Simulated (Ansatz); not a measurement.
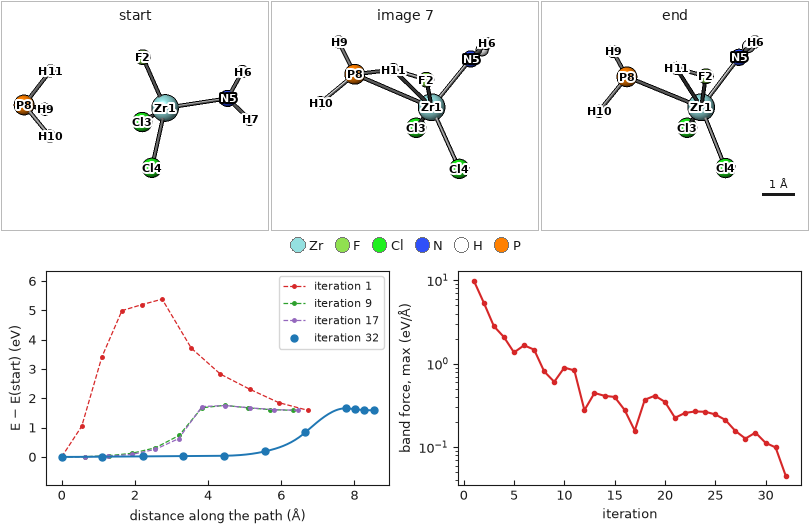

NEB run on ZrPNH5Cl2F, made up at the start of ZrNH₂Cl₂F and PH3. Images are numbered from 0 (start) to 10 (end). The plot follows the band through its iterations. A ball-and-stick model, seen at a tilt.

The calculation used RKS B3LYP/def2-SVP (Ansatz). Settings: 9 movable images; climbing image; force threshold 0.05 eV/Å; iteration limit 60; starting path through a guess of the saddle point.

> Did the band converge, and can the barrier be trusted?

The result is final at these settings. The band converged in 32 iterations. The largest component of the band force went from 9.9 to 0.046 eV/Å. The climbing image converged on the top of the path. Its vibrational analysis gives one imaginary mode (507i cm⁻¹), as a transition state must have. The first iteration put the highest image at 5.38 eV. The energy climbs by 1.66 eV to image 7 and then falls by 0.07 eV, so the end point sits at +1.59 eV.

Limits of the set-up: the start holds two separate molecules, 3.0 Å apart at their closest, whose relative position is a soft coordinate and is computed without a dispersion correction.

Cost: 8.6 min on 4 threads of Intel(R) Xeon(R) 6975P-C (Granite Rapids), on a shared host, peak memory 0.47 GiB.
